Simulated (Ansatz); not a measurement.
# Amorphous Si0.9Ge0.1 (122 atoms) under strain: runs compared

How stiff is amorphous Si0.9Ge0.1 (122 atoms)?

Computed with Ansatz 0.2.0: Kohn-Sham DFT, revPBE, PAW (set soft_1), plane waves.

### Step 1. The cell as built

The cell holds 122 atoms: 110 Si and 12 Ge. Its edges and angles: a = 13.617 Å, b = 13.617 Å, c = 13.617 Å, α = 90.0°, β = 90.0°, γ = 90.0°. 122 atoms (110 Si, 12 Ge) placed at random at 2.6 g/cm³, melted at 3500 K for 10 ps at fixed volume with the Tersoff potential (Tersoff, Phys. Rev. B 39, 5566 (1989)). Quenched from 3100 K to 500 K at 200 K/ps and fixed volume, annealed at 1200 K for 50 ps, held 5 ps.

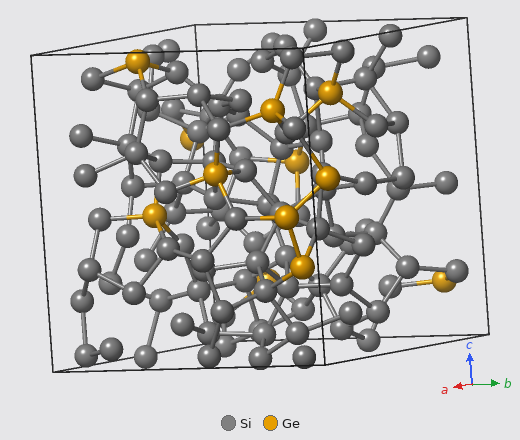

The cell as built. Bonds to atoms that aren't drawn are left out. Some periodic images of atoms are drawn too.

Limits known from the start: The quench rate of 200 K/ps is many orders above laboratory rates, so the cell is likely richer in defects and strain than a real sample. The starting topology of bonds comes from the classical model, and needn't be the one that DFT or experiment would give. The Brillouin zone is sampled at Γ only.

### Step 2. The reference run

The reference is a single point at the end of the relaxation.

Every strained cell starts from the geometry of this run, and its atoms are relaxed with the cell held.

Its input, with most atom lines left out:

```yaml
crystal:
  lattice:
    - [13.82163, -0.03052, -0.1194]
    - [-0.03052, 14.02468, 0.24788]
    - [-0.1194, 0.24788, 13.2866]
  atoms:
    - { symbol: Si, position: [0.58777, 0.53331, 0.04735] }
    - { symbol: Si, position: [0.95878, 0.31216, 0.25878] }
    - { symbol: Si, position: [0.50814, 0.71886, 0.49439] }
    - { symbol: Si, position: [0.26927, 0.77081, 0.64026] }
    - { symbol: Si, position: [0.66202, 0.41189, 0.62318] }
    - { symbol: Si, position: [0.61423, 0.92608, 0.31475] }
    - { symbol: Si, position: [0.15275, 0.65735, 0.27599] }
    [... atom lines 8 to 122 left out ...]
kpoints:
  mp_grid: { grid: [1, 1, 1] }
hamiltonian:
  xc: revpbe
  pseudopotentials: { kind: paw, azcp: { folder: soft_1 } }
scf:
  occupations: { method: gaussian, width: 0.025 }
output:
  forces: true
  stress: true
  populations: intrinsic
  dos:
    method: { smearing: { sigma: 0.08 } }
    de: 0.1
    projected: { site_lists: { Ge: [Ge], Si: [Si] } }
  eigenvalues: true
  write_density: true
  write_potential: true
  volumetric_format: npy
```

| Property | Result |
| --- | --- |
| free energy per atom | -997.8810 eV/atom |
| r.m.s. force component | 0.00692 eV/Å |
| pressure | 0.007423 GPa |

The highest filled and lowest empty levels lie only 0.12 eV apart (at Γ alone), which on so few k-points needn't be a gap.

### Step 3. The runs

Each row is one run, on 4 threads of Arm Neoverse V1, shared host. The free energy is the program's total, comparable only between runs with the same functional, potentials and atoms.

```csv
run,atoms,outcome,"ionic steps, all passes",free energy (eV),time,host memory (GiB)
Single point at the start,122,converged,-,-121730.830,42 s,3.0
Cell and atoms relaxed,122,converged,37,-121741.487,19 min,3.0
Single point at the relaxed geometry,122,converged,-,-121741.487,67 s,3.1
Volume -3 %,122,converged,4,-121741.005,2.7 min,3.1
Volume +3 %,122,converged,3,-121741.049,2 min,3.2
Volume -6 %,122,converged,6,-121739.504,4 min,3.0
Volume +6 %,122,converged,8,-121739.873,6.2 min,3.3
Volume -10 %,122,converged,18,-121737.268,11 min,2.9
```

In some runs the program notes that the SCF threshold is loose for the stress.

### Step 4. Pressure against volume

Atoms are relaxed at each volume, in the scaled cell.

```csv
volume change (%),volume (Å³/atom),energy change (meV/atom),pressure (GPa),largest move on relaxing (Å),bonds
-10,18.992,34.58,6.93,1.55,259
-6,19.836,16.25,4.22,0.29,255
-3,20.469,3.95,2.03,0.11,253
+0,21.102,0.00,0.01,-,252
+3,21.735,3.59,-1.79,0.07,252
+6,22.368,13.22,-3.19,0.48,249
```

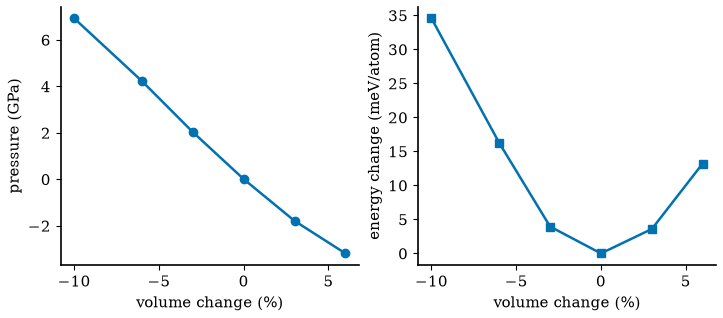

Pressure and energy against volume.

### Step 5. Outcome

The bulk modulus, from the slope of pressure against ln V over the three points nearest the relaxed volume, is 63.7 GPa; between neighbouring points the slope runs 62, 70, 66, 61 and 49 GPa from the smallest volume up, without a steady fall, so no pressure derivative is given. The count of bonds runs from 249 to 259 over the series, so at some points contacts cross the cutoffs. At -10 % some atom moved by over 0.5 Å on relaxing, so that point may sit in another local minimum.

**Limits.** Strains are finite and relaxations stop at the force tolerance of the input, which can leave moduli too stiff; they are those of a static cell at zero temperature. Volumes are changed with the cell's shape held, so in an anisotropic solid the modulus lies over the one under free hydrostatic load. The program notes that the SCF threshold of the relaxations is loose for the stress.

The DFT runs together took 47 min of wall time.

[Logs are printed without paths, hosts, clocks, repeated set-up lines and the standing remarks that a program may print on its own settings, such as how far it seeks lower states.]

[Hosts, paths, dates, database ids (printed as entryN), source tags and the programs' standing remarks are cut or masked in the printed files.]
